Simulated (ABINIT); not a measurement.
# BP (F-43m): G0W0 with ABINIT, start to end, part 2 of 3

Wanted: ground state, empty states, screening and self-energy for BP (F-43m).

ABINIT 10.8.3; PBE and many-body steps on it, plane waves. Known limits of the many-body steps: not at the basis limit.

So far. Step 2 (Ground state): The gap is indirect, with the least direct gap 2.13 eV higher.

**3. Bands along the symmetry lines**

Level of this step: DFT, PBE, plane waves, norm-conserving pseudopotentials (ABINIT).

The cheap functional maps the bands first; the places of the edges decide which points the dearer methods must see.

Contents of run.abi:

```
acell 3*1.0 Angstrom
rprim 
  0.000000000000 2.269000000000 2.269000000000
  2.269000000000 0.000000000000 2.269000000000
  2.269000000000 2.269000000000 0.000000000000
ntypat 2
znucl 5 15
natom 2
typat 1 2
xred 
  0.000000000000 0.000000000000 0.000000000000
  0.250000000000 0.250000000000 0.250000000000
pp_dirpath "pseudos"
pseudos "B.upf, P.upf"
ecut 34
iscf -2
irdden 1
kptopt 0
nkpt 50
kpt 
  0.00000000 0.00000000 0.00000000
  -0.06250000 -0.06250000 0.00000000
  -0.12500000 -0.12500000 0.00000000
  -0.18750000 -0.18750000 0.00000000
  -0.25000000 -0.25000000 0.00000000
  -0.31250000 -0.31250000 0.00000000
  -0.37500000 -0.37500000 0.00000000
  -0.43750000 -0.43750000 0.00000000
  -0.50000000 -0.50000000 0.00000000
  -0.48437500 -0.48437500 0.03125000
  -0.46875000 -0.46875000 0.06250000
  -0.45312500 -0.45312500 0.09375000
  -0.43750000 -0.43750000 0.12500000
  -0.42187500 -0.42187500 0.15625000
  -0.40625000 -0.40625000 0.18750000
  -0.39062500 -0.39062500 0.21875000
  -0.37500000 -0.37500000 0.25000000
  -0.37500000 0.00000000 0.37500000
  -0.32812500 0.00000000 0.32812500
  -0.28125000 0.00000000 0.28125000
  -0.23437500 0.00000000 0.23437500
  -0.18750000 0.00000000 0.18750000
  -0.14062500 0.00000000 0.14062500
  -0.09375000 0.00000000 0.09375000
  -0.04687500 0.00000000 0.04687500
  0.00000000 0.00000000 0.00000000
  0.00000000 0.00000000 0.06250000
  0.00000000 0.00000000 0.12500000
  0.00000000 0.00000000 0.18750000
  0.00000000 0.00000000 0.25000000
  0.00000000 0.00000000 0.31250000
  0.00000000 0.00000000 0.37500000
  0.00000000 0.00000000 0.43750000
  0.00000000 0.00000000 0.50000000
  -0.06250000 -0.03125000 0.46875000
  -0.12500000 -0.06250000 0.43750000
  -0.18750000 -0.09375000 0.40625000
  -0.25000000 -0.12500000 0.37500000
  -0.31250000 -0.15625000 0.34375000
  -0.37500000 -0.18750000 0.31250000
  -0.43750000 -0.21875000 0.28125000
  -0.50000000 -0.25000000 0.25000000
  -0.50000000 -0.28125000 0.21875000
  -0.50000000 -0.31250000 0.18750000
  -0.50000000 -0.34375000 0.15625000
  -0.50000000 -0.37500000 0.12500000
  -0.50000000 -0.40625000 0.09375000
  -0.50000000 -0.43750000 0.06250000
  -0.50000000 -0.46875000 0.03125000
  -0.50000000 -0.50000000 0.00000000
istwfk *1
nband 14
nbdbuf 5
tolwfr 1e-07
nstep 50
prtwf 0
prtvol 0
indata_prefix "in"
outdata_prefix "out"
tmpdata_prefix "tmp"
```

Started as:

```sh
$ OMP_NUM_THREADS=1 mpirun -n 4 abinit run.abi > log
```

Numbers of over 12 decimals in the logs are rounded to 6 here.

Log:

```text
.Version 10.8.3 of ABINIT. v10.8.2 released Aug 2026.

 Symmetries : space group F-4 3 m (#216); Bravais cF (face-center cubic)
[... echo of the input left out ...]
== DATASET  1 ==================================================================
-   mpi_nproc: 4, omp_nthreads: 1 (-1 if OMP is not activated)

--- !DatasetInfo
iteration_state: {dtset: 1, }
dimensions: {natom: 2, nkpt: 50, mband: 14, nsppol: 1, nspinor: 1, nspden: 1, mpw: 1524, }
cutoff_energies: {ecut:  34.0, pawecutdg:  -1.0, }
electrons: {nelect:   8.00000000E+00, charge:   0.00000000E+00, occopt:   1.00000000E+00, tsmear:   1.00000000E-02, }

 Real(R)+Recip(G) space primitive vectors, cartesian coordinates (Bohr,Bohr^-1):
 R(1)=  0.0000000  4.2877886  4.2877886  G(1)= -0.1166102  0.1166102  0.1166102
 R(2)=  4.2877886  0.0000000  4.2877886  G(2)=  0.1166102 -0.1166102  0.1166102
 R(3)=  4.2877886  4.2877886  0.0000000  G(3)=  0.1166102  0.1166102 -0.1166102
 Unit cell volume ucvol=  1.5766311E+02 bohr^3
 Angles (23,13,12)=  6.00000000E+01  6.00000000E+01  6.00000000E+01 degrees

 getcut: wavevector=  0.0000  0.0000  0.0000  ngfft=  32  32  32
         ecut(hartree)=     34.000   => boxcut(ratio)=   2.01047

--- Pseudopotential description ------------------------------------------------
- B Generated using ONCVPSP code by D. R. Hamann
-  5.00000   3.00000  171031                  znucl, zion, pspdat
12 -101130 1 -1 1534                          pspcod,pspxc,lmax,lloc,mmax
     nproj     2     2     0
  pspatm : epsatm=    3.38844616
         --- l  ekb(1:nproj) -->
             0    8.382104    1.234201
             1   -3.719492   -0.867526
 pspatm: atomic psp has been read  and splines computed

- P Generated using ONCVPSP code by D. R. Hamann
- 15.00000   5.00000  171031                  znucl, zion, pspdat
12 -101130 2 -1 1298                          pspcod,pspxc,lmax,lloc,mmax
     nproj     2     2     2
  pspatm : epsatm=    8.05910421
         --- l  ekb(1:nproj) -->
             0    6.598722    1.052341
[...]
pspatm: atomic psp has been read  and splines computed

--------------------------------------------------------------------------------

================================================================================
 prteigrs : about to open file out_EIG
 Non-SCF case, kpt    1 (  0.00000  0.00000  0.00000), residuals and eigenvalues=
  2.37E-08  3.81E-08  7.78E-08  3.02E-08  3.53E-08  3.77E-08  3.14E-08  7.10E-09
  5.52E-08  2.44E-08  2.57E-08  3.51E-08  3.30E-08  5.45E-08
 -3.0111E-01  2.6701E-01  2.6701E-01  2.6701E-01  3.9220E-01  3.9220E-01
  3.9220E-01  5.3740E-01  6.9047E-01  7.0970E-01  7.0970E-01  8.4388E-01
  8.4388E-01  8.4388E-01
 Non-SCF case, kpt    2 ( -0.06250 -0.06250  0.00000), residuals and eigenvalues=
  3.92E-08  2.39E-08  1.48E-08  3.94E-08  3.79E-08  3.76E-08  5.61E-08  3.31E-08
[...]
8.5060E-01  8.6992E-01
 Non-SCF case, kpt    3 ( -0.12500 -0.12500  0.00000), residuals and eigenvalues=
  3.40E-08  1.58E-08  7.96E-08  4.33E-08  2.38E-08  2.62E-08  2.78E-08  1.87E-08
[...]
8.7066E-01  9.0994E-01
[...]
Non-SCF case, kpt   49 ( -0.50000 -0.46875  0.03125), residuals and eigenvalues=
[...]
9.6057E-01  1.1005E+00
 Non-SCF case, kpt   50 ( -0.50000 -0.50000  0.00000), residuals and eigenvalues=
[...]
9.4719E-01  1.0966E+00

--- !ResultsGS
iteration_state: {dtset: 1, }
comment   : Summary of ground state results
lattice_vectors:
- [  0.0000000,   4.2877886,   4.2877886, ]
- [  4.2877886,   0.0000000,   4.2877886, ]
- [  4.2877886,   4.2877886,   0.0000000, ]
lattice_lengths: [   6.06385,    6.06385,    6.06385, ]
lattice_angles: [ 60.000,  60.000,  60.000, ] # degrees, (23, 13, 12)
lattice_volume:   1.5766311E+02
convergence: {deltae:  0.000E+00, res2:  0.000E+00, residm:  9.916E-08, diffor:  0.000E+00, }
etotal    :  -9.89670974E+00
entropy   :   0.00000000E+00
fermie    :   2.67006735E-01
cartesian_stress_tensor: null
pressure_GPa: null
xred      :
- [  0.0000E+00,   0.0000E+00,   0.0000E+00,  B]
- [  2.5000E-01,   2.5000E-01,   2.5000E-01,  P]
cartesian_forces: null
force_length_stats: {min: null, max: null, mean: null, }

 Integrated electronic density in atomic spheres:
 ------------------------------------------------
 Atom  Sphere_radius  Integrated_density
[...]
================================================================================

 ----iterations are completed or convergence reached----

 Mean square residual over all n,k,spin=   46.106E-09; max=  99.163E-09
 reduced coordinates (array xred) for    2 atoms
       0.000000000000      0.000000000000      0.000000000000
       0.250000000000      0.250000000000      0.250000000000

 cartesian coordinates (angstrom) at end:
    1      0.000000     0.000000     0.000000
    2      1.134500     1.134500     1.134500
 length scales=  1.889726125908  1.889726125908  1.889726125908 bohr
              =  1.000000000000  1.000000000000  1.000000000000 angstroms
 prteigrs : about to open file out_EIG
 Eigenvalues (hartree) for nkpt=  50  k points:
 kpt#   1, nband= 14, wtk=  1.00000, kpt=  0.0000  0.0000  0.0000 (reduced coord)
[...]
kpt#   2, nband= 14, wtk=  1.00000, kpt= -0.0625 -0.0625  0.0000 (reduced coord)
[...]
kpt#   3, nband= 14, wtk=  1.00000, kpt= -0.1250 -0.1250  0.0000 (reduced coord)
[...]
kpt#  49, nband= 14, wtk=  1.00000, kpt= -0.5000 -0.4687  0.0313 (reduced coord)
  -0.12244   -0.04767    0.11332    0.11345    0.32073    0.33283    0.70552    0.70931
   0.81682    0.86372    0.91200    0.94221    0.96057    1.10045
 kpt#  50, nband= 14, wtk=  1.00000, kpt= -0.5000 -0.5000  0.0000 (reduced coord)
  -0.12278   -0.04823    0.11583    0.11583    0.31652    0.32827    0.71044    0.71044
   0.82597    0.87270    0.92367    0.92367    0.94719    1.09656

== END DATASET(S) ==============================================================
================================================================================

 -outvars: echo values of variables after computation  --------
            nband          14
             nkpt          50
          spgroup         216
 [... the other variables as echoed above ...]

 Calculation completed.
```

It took 4.1 s on 4 MPI ranks of Arm Neoverse V1, shared host; peak memory 0.24 GiB; 16 s of CPU time.

This step gave:

```
gap                        : 1.260 eV
k of the valence top       : 0, 0, 0
k of the conduction bottom : -0.4375, -0.4375, 0
least direct gap           : 3.407 eV
```

The gap is 1.260 eV, −0.020 eV from the run before at this level.

The electronic bands at the labelled points (eV, zero at the top of the highest filled band; v1 is the highest filled band, c1 the lowest empty one):

```csv
point,v4,v3,v2,v1,c1,c2,c3,c4
Γ,-15.46,0.00,0.00,0.00,3.41,3.41,3.41,7.36
X,-10.61,-8.58,-4.11,-4.11,1.35,1.67,12.07,12.07
U,-10.61,-8.16,-6.22,-3.50,2.16,6.00,9.71,10.59
jump to K,-10.61,-8.16,-6.22,-3.50,2.16,6.00,9.71,10.59
Γ,-15.46,0.00,0.00,0.00,3.41,3.41,3.41,7.36
L,-12.14,-9.03,-1.76,-1.76,3.78,4.72,4.72,10.13
W,-10.33,-8.05,-5.67,-5.47,5.33,6.77,7.23,7.45
X,-10.61,-8.58,-4.11,-4.11,1.35,1.67,12.07,12.07
```

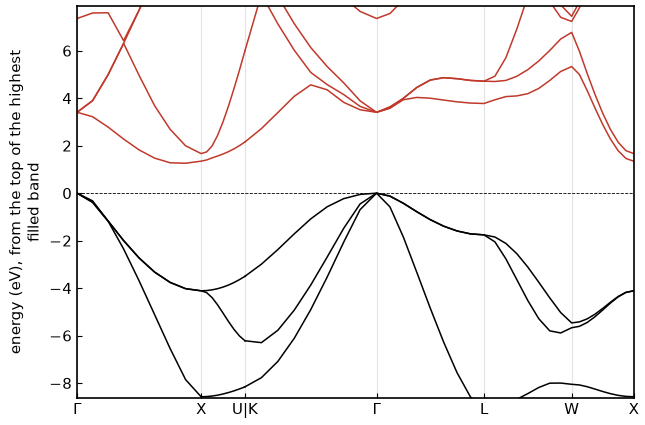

Electronic bands along the path; lines of filled and empty bands in two colours.

**4. Empty states on the mesh, 6×6×6 mesh, 605 bands**

The sums over transitions need many empty states on a uniform mesh; this step solves for them.

Contents of run.abi:

```
acell 3*1.0 Angstrom
rprim 
  0.000000000000 2.269000000000 2.269000000000
  2.269000000000 0.000000000000 2.269000000000
  2.269000000000 2.269000000000 0.000000000000
ntypat 2
znucl 5 15
natom 2
typat 1 2
xred 
  0.000000000000 0.000000000000 0.000000000000
  0.250000000000 0.250000000000 0.250000000000
pp_dirpath "pseudos"
pseudos "B.upf, P.upf"
ecut 34
ngkpt 6 6 6
nshiftk 1
shiftk 0 0 0
kptopt 1
chksymbreak 0
irdden 1
istwfk *1
nband 605
prtvol 0
optdriver 6
gwr_task "HDIAGO"
paral_kgb 0
occopt 1
indata_prefix "in"
outdata_prefix "out"
tmpdata_prefix "tmp"
```

Log:

```text
[banner, memory and clock lines left out]
.Version 10.8.3 of ABINIT. v10.8.2 released Aug 2026.

 Symmetries : space group F-4 3 m (#216); Bravais cF (face-center cubic)
[... echo of the input left out ...]
== DATASET  1 ==================================================================
-   mpi_nproc: 4, omp_nthreads: 1 (-1 if OMP is not activated)

--- !DatasetInfo
iteration_state: {dtset: 1, }
dimensions: {natom: 2, nkpt: 16, mband: 605, nsppol: 1, nspinor: 1, nspden: 1, mpw: 1524, }
cutoff_energies: {ecut:  34.0, pawecutdg:  -1.0, }
electrons: {nelect:   8.00000000E+00, charge:   0.00000000E+00, occopt:   1.00000000E+00, tsmear:   1.00000000E-02, }

.Using double precision arithmetic; gwpc =  8

- Reading GS density from: in_DEN

--- Pseudopotential description ------------------------------------------------
- B Generated using ONCVPSP code by D. R. Hamann
-  5.00000   3.00000  171031                  znucl, zion, pspdat
12 -101130 1 -1 1534                          pspcod,pspxc,lmax,lloc,mmax
     nproj     2     2     0
  pspatm : epsatm=    3.38844616
         --- l  ekb(1:nproj) -->
             0    8.382104    1.234201
             1   -3.719492   -0.867526
 pspatm: atomic psp has been read  and splines computed

- P Generated using ONCVPSP code by D. R. Hamann
- 15.00000   5.00000  171031                  znucl, zion, pspdat
12 -101130 2 -1 1298                          pspcod,pspxc,lmax,lloc,mmax
     nproj     2     2     2
  pspatm : epsatm=    8.05910421
         --- l  ekb(1:nproj) -->
             0    6.598722    1.052341
             1    3.369366    0.884600
             2   -3.154982   -0.827415
 pspatm: atomic psp has been read  and splines computed

   9.15804030E+01                                ecore*ucvol(ha*bohr**3)

 Total charge density [el/Bohr^3]
)     Maximum=    1.4295E-01  at reduced coord.    0.1563    0.1563    0.5313
)     Minimum=    1.0033E-03  at reduced coord.    0.2500    0.2500    0.2500
   Integrated=    8.0000E+00

 === KS gaps after direct diagonalization ===
 Indirect band gap semiconductor
 Fundamental gap:     1.347 (eV)
   VBM:     7.266 (eV) at k: [ 0.0000E+00,  0.0000E+00,  0.0000E+00]
   CBM:     8.613 (eV) at k: [ 5.0000E-01,  5.0000E-01,  0.0000E+00]
 Direct gap:         3.407 (eV) at k: [ 0.0000E+00,  0.0000E+00,  0.0000E+00]

== END DATASET(S) ==============================================================

 -outvars: echo values of variables after computation  --------
           etotal      0.0000000000E+00
            nband         605
             nkpt          16
          spgroup         216
 [... the other variables as echoed above ...]

 Calculation completed.
```

The job ended after 19 s (4 MPI ranks; peak memory 0.77 GiB; 75 s of CPU time).

This step gave:

```yaml
gap: 1.347 eV
k_of_the_valence_top: 0, 0, 0
k_of_the_conduction_bottom: 0.5, 0.5, 0
least_direct_gap: 3.407 eV
k_points_computed: 16
lowest_point_of_the_top_converged_band_above_the_valence_top: 478.5018 eV
```

On this mesh the gap is 1.347 eV. The earlier step found 1.280 eV, so this mesh misses an edge.

**5. Screening, 6×6×6 mesh, 597 bands, screening to 598.7 eV**

The RPA dielectric matrix is built and inverted for each q.

This step: RPA screening on PBE, plane waves, norm-conserving pseudopotentials.

run.abi: that of step 4 with these lines changed.

```diff
@@ -20,10 +20,11 @@
 chksymbreak 0
-irdden 1
 istwfk *1
-nband 605
-prtvol 0
-optdriver 6
-gwr_task "HDIAGO"
-paral_kgb 0
 occopt 1
+irdwfk 1
+optdriver 3
+nband 597
+ecuteps 22
+inclvkb 2
+awtr 1
+symchi 1
 indata_prefix "in"
```

Log:

```text
.Version 10.8.3 of ABINIT. v10.8.2 released Aug 2026.

 Symmetries : space group F-4 3 m (#216); Bravais cF (face-center cubic)
[... echo of the input left out ...]
== DATASET  1 ==================================================================
-   mpi_nproc: 4, omp_nthreads: 1 (-1 if OMP is not activated)

--- !DatasetInfo
iteration_state: {dtset: 1, }
dimensions: {natom: 2, nkpt: 16, mband: 597, nsppol: 1, nspinor: 1, nspden: 1, mpw: 1524, }
cutoff_energies: {ecut:  34.0, pawecutdg:  -1.0, }
electrons: {nelect:   8.00000000E+00, charge:   0.00000000E+00, occopt:   1.00000000E+00, tsmear:   1.00000000E-02, }

 SCREENING: Calculation of the susceptibility and dielectric matrices

 Based on a program developped by R.W. Godby, V. Olevano, G. Onida, and L. Reining.
 Incorporated in ABINIT by V. Olevano, G.-M. Rignanese, and M. Torrent.
.Using double precision arithmetic ; gwpc =  8

[... cell and pseudopotentials left out ...]
--------------------------------------------------------------------------------

 ==== K-mesh for the wavefunctions ====
 Number of points in the irreducible wedge :    16
[... list of points left out ...]
 Together with 24 symmetry operations and time-reversal symmetry
 yields   216 points in the full Brillouin Zone.

 ==== Q-mesh for the screening function ====
 Number of points in the irreducible wedge :    16
[... list of points left out ...]
 Together with 24 symmetry operations and time-reversal symmetry
 yields   216 points in the full Brillouin Zone.

 setmesh: FFT mesh size selected  =    30x   30x   30
          total number of points  =        27000

 vcoul_init : cutoff-mode = AUXILIARY_FUNCTION
 q-points for optical limit:   1
     1)      0.000010    0.000020    0.000030

- screening: taking advantage of time-reversal symmetry
- Maximum band index for partially occupied states nbvw = 4
- Remaining bands to be divided among processors   nbcw = 593
- Number of bands treated by each node ~148

 Number of electrons calculated from density =    8.0000; Expected =    8.0000
 average of density, n =  0.050741
 r_s =    1.6757
 omega_plasma =   21.7288 [eV]

 calculating chi0 at frequencies [eV] :
  1    0.000000E+00    0.000000E+00
  2    0.000000E+00    2.172879E+01

--------------------------------------------------------------------------------
  q-point number  1        q = ( 0.000000, 0.000000, 0.000000) [r.l.u.]
--------------------------------------------------------------------------------
[... chi0 elements left out ...]
 For q-point:  0.000010 0.000020 0.000030
  dielectric constant =   9.7349
  dielectric constant without local fields =  10.6503

  Average fulfillment of the sum rule on Im[epsilon] for q-point    1 :     96.91  [%]
[... wings left out ...]
  q-point number  2        q = ( 0.166667, 0.000000, 0.000000) [r.l.u.]
--------------------------------------------------------------------------------
[... chi0 elements left out ...]
  Average fulfillment of the sum rule on Im[epsilon] for q-point    2 :     96.54  [%]

 [... 14 further q-points ...]
```

It took 27 min on 4 MPI ranks; peak memory 5.7 GiB; 1.8 h of CPU time.

This step gave:

```
ε∞ with local fields, on this mesh, along the program's q direction : 9.735
the same without local fields                                       : 10.65
plasma frequency                                                    : 21.73 eV
plane waves in the screening matrix                                 : 749
```

Local fields lower ε∞ by 9 %.

[end of part 2 of 3]

[Paths, hosts, dates, memory and timing lines, banners, echoed tables and standing remarks are left out of the program output.]

[Logs are printed without paths, hosts, clocks, repeated set-up lines and the standing remarks that a program may print on its own settings, such as how far it seeks lower states.]

[Runs of the session that timed out or met a known fault of the program may be left out.]

[Hosts, paths, dates, database ids (printed as entryN), source tags and the programs' standing remarks are cut or masked in the printed files.]

[G0W0 gaps are taken among the corrected bands and points alone; a level outside them can change the order at an edge.]

[Where Ansatz stands beside ABINIT at settings called matched, ABINIT's density can come from a denser mesh and the files from another edition; pairs whose starting gaps differed by over 0.03 eV were left out, so agreement reads better than it is.]
